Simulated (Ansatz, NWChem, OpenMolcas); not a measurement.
# AlH2O (SMILES [O][AlH2]): the vertical ionisation energy, rung by rung

AlH2O has 4 atoms, charge 0, and is taken as a doublet. SMILES: `[O][AlH2]`. Geometry: relaxed at PBE0-D4/def2-TZVP.

Each level gives the vertical ionisation energy (to the singlet cation) (eV). The values are calculated.

| level | kind | program | value (eV) | CPU time (all runs) |
| --- | --- | --- | --- | --- |
| ROHF/def2-TZVPP | Hartree–Fock | OpenMolcas | 13.09 | 28 s |
| UHF/def2-TZVPP | Hartree–Fock | NWChem | 13.22 | 62 s |
| USVWN5/def2-TZVPP | LDA | Ansatz | 11.60 | 8.1 s |
| U-revPBE/def2-TZVPP | GGA | Ansatz | 11.65 | 13 s |
| UTPSS/def2-TZVPP | meta-GGA | OpenMolcas | 11.92 | 1.9 min |
| UM06-2X/def2-TZVPP | hybrid meta-GGA | OpenMolcas | 12.78 | 99 s |
| UCAM-B3LYP/def2-TZVPP | range-separated hybrid | Ansatz | 12.75 | 19 s |
| UB2PLYP/def2-TZVPP | double hybrid | Ansatz | 12.31 | 23 s |
| RPA@PBE0/def2-TZVPP | RPA | Ansatz | 12.24 | 26 s |
| UMP2/def2-TZVPP | perturbation theory | Ansatz | 13.52 | 14 s |

The values span 11.60 to 13.52 eV. Times are those of the runs behind each value, whatever else they computed, on shared processors of several kinds: orders of magnitude only.

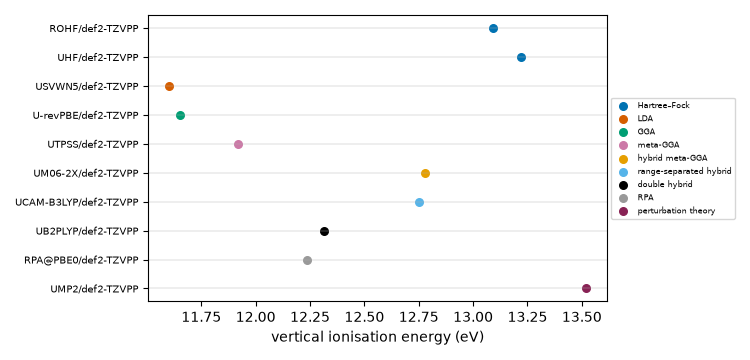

The values of the table, level by level.
